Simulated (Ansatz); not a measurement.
# UB2PLYP/STO-3G run of BSiH3 (SMILES B[SiH])

Aim: the electronic atomisation energy of BSiH3 at UB2PLYP/STO-3G, from 4 runs. 

The results are computed with Ansatz 0.2.0.

43 further runs of the same task are left out: 43 set aside as unsound or not needed.

### Step 1. The structure to begin with

BSiH3: 5 atoms, total charge 0, spin state triplet. SMILES: `B[SiH]`. Geometry: relaxed at GFN2-xTB.

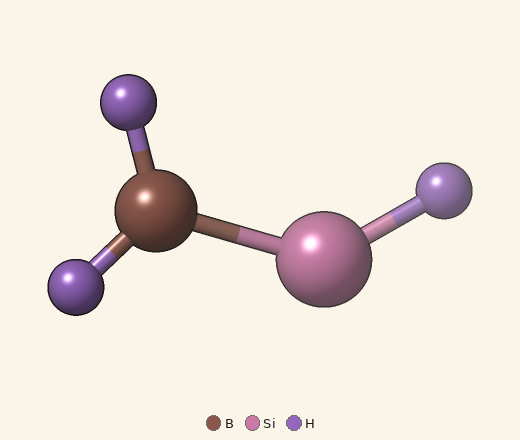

The structure, seen from a chosen angle (boron brown, silicon pink, hydrogen purple).

### Step 2. The energy at UB2PLYP/STO-3G

Contents of input.yaml:

```yaml
crystal:
  periodic: [false, false, false]
  atoms:
    - {symbol: B, position_ang: [-0.206730, -0.708170, 0.126670]}
    - {symbol: Si, position_ang: [0.760780, 0.829450, -0.350440]}
    - {symbol: H, position_ang: [-1.303690, -0.620750, 0.549520]}
    - {symbol: H, position_ang: [0.263590, -1.779740, 0.010050]}
    - {symbol: H, position_ang: [0.486040, 2.279200, -0.335800]}
basis:
  gaussian: {orbitals: STO-3G}
accuracy: high
hamiltonian: {xc: {name: B2PLYP}}
correlation: {frozen_orbitals: {B: 1, H: 0, Si: 5}}
magnetization: {spin_polarized: true, initial_magnetization: 2}
```

On the command line:

```bash
ansatz run input.yaml --threads 1 --pin off --max-ram 2610MiB --events-out events.jsonl --progress --plain --runs-dir runs
```

What it wrote:

```text
Warning: RAYON_NUM_THREADS=1 ignored (pool sized by the plan → 1); use --threads N
Functional definition: B2PLYP
  name "B2PLYP"
  parameter a = 0.53
  parameter c = 0.27
  exchange = (1 - a)*b88_x + a*exact_x
  correlation = (1 - c)*lyp_c + c*(mp2_os + mp2_ss)
287 factors; integrals over basis functions are off by at most 1.2e-8 eV
mean field evaluation 1: about -8492.1262 eV, gradient 7.6e0 eV
mean field evaluation 2: about -8492.1113 eV, gradient 7.5e0 eV
mean field evaluation 4: about -8492.8292 eV, gradient 9.8e-1 eV
mean field evaluation 8: about -8492.8627 eV, gradient 5.0e-2 eV
mean field evaluation 16: about -8492.8627 eV, gradient 6.9e-6 eV
mean field -8492.86274722 eV, -312.1069492913 hartree, gradient 2.2e-8 eV, S^2 2.001148; 0 other end points of the search recorded, 0 dependent functions left out
6 core orbitals not correlated: weight in the atoms' cores, before any rotation towards them, 0.999 or more for the frozen orbitals, at most 0.000 for the correlated occupied ones
reference -8492.86276434 eV, -312.1069499203 hartree; 6, 4 occupied and 5, 7 virtual orbitals, 287 factors
second order -2.15058970 eV of doubles, -0.00000000 eV of singles
Total energy: -8493.44342356 eV, -312.1282887530 hartree
```

Run time: 1.7 s. Hardware: 1 thread of Arm Neoverse V1, shared host; peak memory 0.13 GiB.

### Step 3. The B atom

Contents of molecule.yaml:

```yaml
crystal:
  periodic: [false, false, false]
  atoms:
    - {symbol: B, position_ang: [0.000000, 0.000000, 0.000000]}
basis:
  gaussian: {orbitals: STO-3G}
correlation: {frozen_orbitals: {B: 1}}
hamiltonian: {xc: {name: B2PLYP}}
magnetization: {spin_polarized: true, initial_magnetization: 1}
accuracy: high
```

Run the same way, it converges to -24.24577 Eh (log not shown).

### Step 4. The H atom, same level

Contents of run.yaml:

```yaml
basis:
  gaussian:
    orbitals: STO-3G
crystal:
  periodic: [false, false, false]
  atoms:
    - symbol: H
      position_ang: [0.000000, 0.000000, 0.000000]
magnetization:
  spin_polarized: true
  initial_magnetization: 1
hamiltonian:
  xc: {name: B2PLYP}
correlation:
  frozen_orbitals: {H: 0}
accuracy: high
```

Run the same way, it converges to -0.46478 Eh (log not shown).

### Step 5. The Si atom

Contents of input.yaml:

```yaml
crystal:
  periodic: [false, false, false]
  atoms:
    - {symbol: Si, position_ang: [0.000000, 0.000000, 0.000000]}
basis:
  gaussian: {orbitals: STO-3G}
magnetization: {spin_polarized: true, initial_magnetization: 2}
hamiltonian: {xc: {name: B2PLYP}}
correlation: {frozen_orbitals: {Si: 5}}
accuracy: high
```

On the command line:

```bash
ansatz run input.yaml --threads 1 --pin off --max-ram 2610MiB --events-out events.jsonl --progress --plain --runs-dir runs
```

What it wrote:

```text
Warning: RAYON_NUM_THREADS=1 ignored (pool sized by the plan → 1); use --threads N
[... 6 set-up lines as earlier in the session ...]
42 factors; integrals over basis functions are off by at most 2.5e-9 eV
mean field evaluation 1: about -7777.3524 eV, gradient 4.8e-1 eV
mean field evaluation 2: about -7777.3525 eV, gradient 4.8e-1 eV
mean field evaluation 4: about -7777.3531 eV, gradient 1.5e-3 eV
mean field evaluation 8: about -7777.3531 eV, gradient 6.4e-9 eV
mean field -7777.35308898 eV, -285.8124543406 hartree, gradient 6.4e-9 eV, S^2 2.000001; 0 other end points of the search recorded, 0 dependent functions left out
5 core orbitals not correlated: weight in the atoms' cores, before any rotation towards them, 1.000 or more for the frozen orbitals, at most 0.000 for the correlated occupied ones
reference -7777.35310202 eV, -285.8124548198 hartree; 3, 1 occupied and 1, 3 virtual orbitals, 42 factors
second order -0.27078590 eV of doubles, 0.00000000 eV of singles
Total energy: -7777.42621421 eV, -285.8151416434 hartree
```

Wall time 0.44 s (1 thread of Arm Neoverse V1, shared host).

### Step 6. Results

At UB2PLYP/STO-3G, 6 core orbitals frozen:

| quantity | value |
| --- | --- |
| molecule: total energy | -312.12829 Eh |
| molecule: ⟨S²⟩ | 2.001 |
| B atom: total energy | -24.24577 Eh |
| B atom: ⟨S²⟩ | 0.750 |
| H atom: total energy | -0.46478 Eh |
| H atom: ⟨S²⟩ | 0.750 |
| Si atom: total energy | -285.81514 Eh |
| Si atom: ⟨S²⟩ | 2.000 |
| electronic atomisation energy | 18.315 eV |

**Reading.** Taking the molecule apart into free atoms costs 18.31 eV (1767 kJ/mol), before zero-point energy and without spin-orbit coupling. In a minimal basis such a difference can be off by several eV, whatever the method.
